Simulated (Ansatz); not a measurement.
**AlCl3H2O2: density, localisation and related maps**

Input file:

```
crystal:
  periodic: [false, false, false]
  atoms:
    - { symbol: Al, position_ang: [-0.762768, -0.884664, -0.007957] }
    - { symbol: Cl, position_ang: [-2.049651, 0.867826, -0.324247] }
    - { symbol: Cl, position_ang: [-0.604583, -2.263606, -1.566993] }
    - { symbol: Cl, position_ang: [-0.480476, -1.543314, 1.976882] }
    - { symbol: H, position_ang: [0.365406, 1.875353, -0.561612] }
    - { symbol: O, position_ang: [1.257632, 1.478236, -0.527334] }
    - { symbol: O, position_ang: [0.972954, 0.207835, 0.047546] }
    - { symbol: H, position_ang: [1.301386, 0.262334, 0.963814] }
basis:
  gaussian: { orbitals: def2-SVP }
hamiltonian:
  xc: pbe0
  dispersion: d4
relax:
  f_tol: 0.03
  max_steps: 50
output:
  orbitals: {}
```

Command:

```sh
ansatz run input.yaml --threads 2 --pin off --max-ram 3072MiB --backend cpu --events-out ev --progress --plain --runs-dir out
```

The fields are those of the run's last geometry, not of the input's.

Theory: RKS PBE0-D4/def2-SVP (Ansatz).

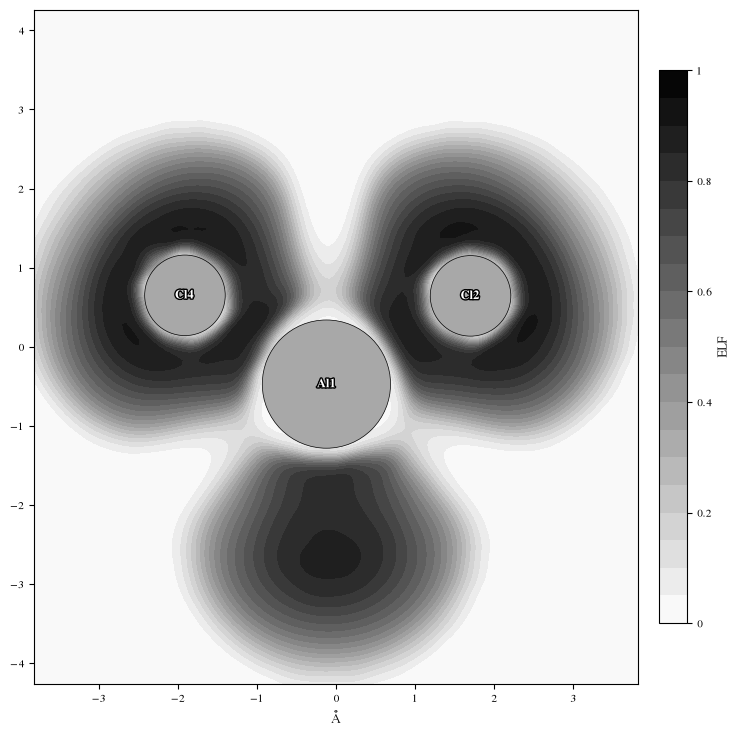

Figure 1. Electron localisation function on the plane of atoms Cl2, Al1 and Cl4. Grey discs cover the atomic cores.

### What does the map show?

The plane passes through Al and Cl nuclei. Al–Cl (2.11 Å): the ELF peaks at about 0.90 in the valence shell of Cl, 0.9 Å from its nucleus, and is about 0.80 at the midpoint. Al–Cl (2.14 Å): the ELF peaks at about 0.90 in the valence shell of Cl, 0.9 Å from its nucleus, and is about 0.85 at the midpoint. The ELF also peaks beside Cl3, Cl4 and Cl2, away from the bonds: lone-pair regions.

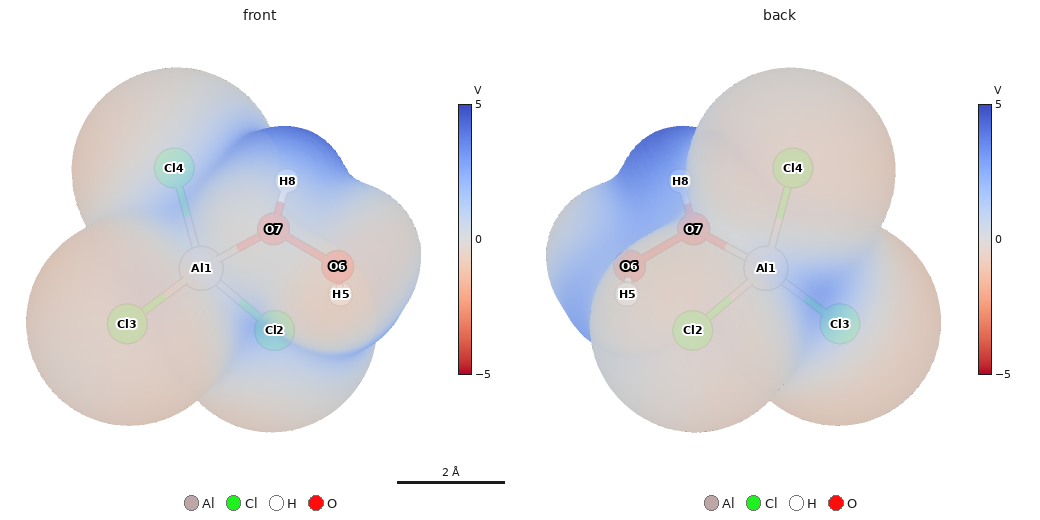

Figure 2. The electrostatic potential painted on the density surface at 0.002 e/bohr³, seen from the front and from behind; the colour scale runs from red (negative) to blue (positive).

### Describe the electrostatic potential map.

The most negative region (about −0.6 V, or −14 kcal/mol for a unit charge) lies over Cl3 and Cl4, the most positive (about +3.9 V, or +90 kcal/mol for a unit charge) over H8.

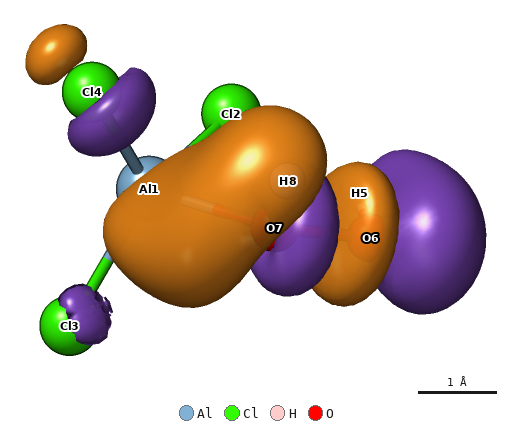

Figure 3. One frontier orbital at ±0.1 Å⁻³ᐟ² (orange and purple are the two phases), seen from one side.

### Which orbital is it: HOMO or LUMO?

The LUMO, at −1.04 eV. It lies mainly on O6 (about 40 %), O7 (about 30 %), Al1 (about 10 %) and H8 (about 10 %).
